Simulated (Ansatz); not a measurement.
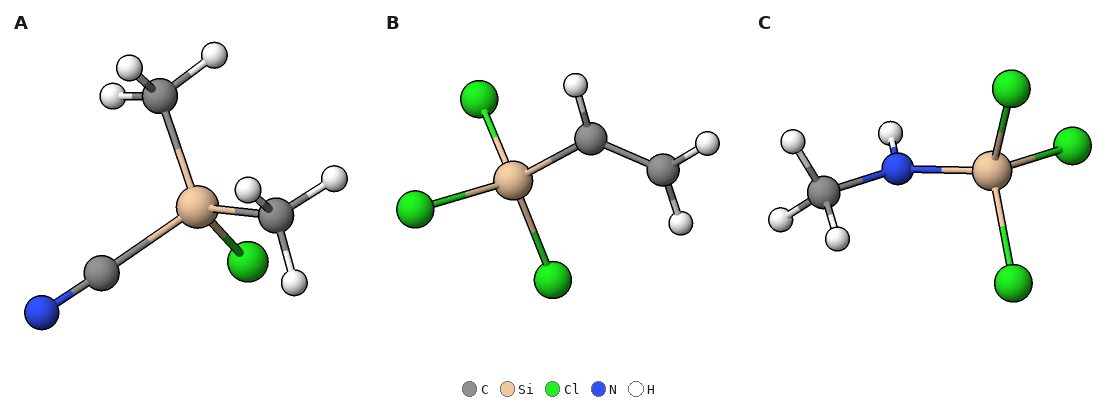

Source: calculation with Ansatz.

Which panel belongs to which SMILES?
(1) C[Si](C)(Cl)C#N
(2) C=C[Si](Cl)(Cl)Cl
(3) CN[Si](Cl)(Cl)Cl

Answer. A is (1), B is (2), C is (3).
